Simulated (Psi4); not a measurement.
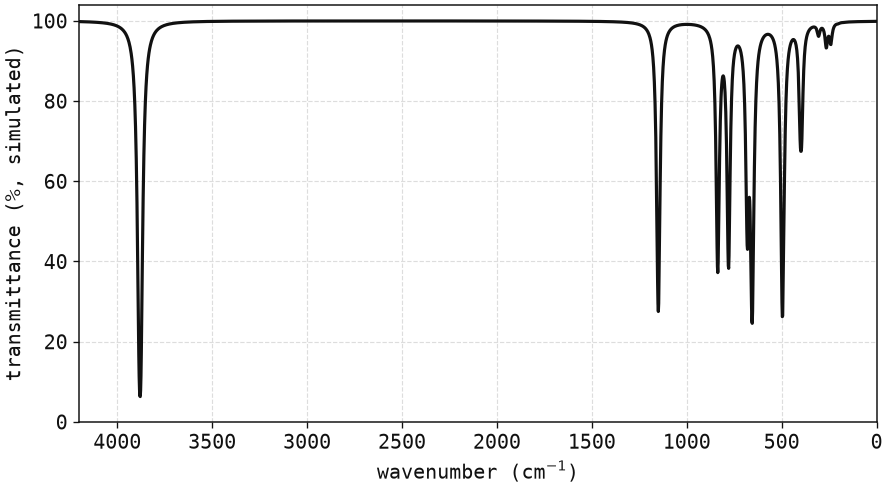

Unscaled harmonic wavenumbers and double-harmonic intensities, PBE0/def2-TZVP (dispersion D4) in Psi4, at a geometry relaxed at this level, isolated molecule. Modes within 2 cm⁻¹ of each other count as one line, with their intensities summed. Lorentzian lines of 16 cm⁻¹ full width. Close modes add up in the curve.

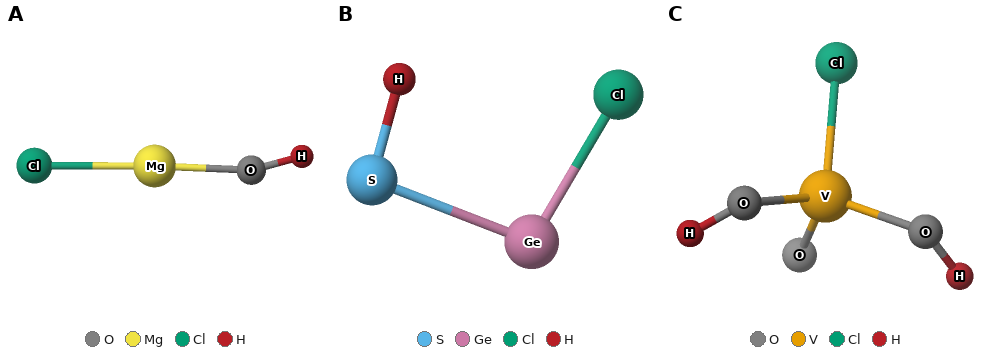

Which molecule gives this infrared spectrum? The candidates are drawn in the second picture.

Structure C, VH₂O₃Cl, SMILES [O]=[V]([OH])([OH])[Cl], singlet. It has its most intense lines at 3879.0, 495.8 and 655.6 cm⁻¹.
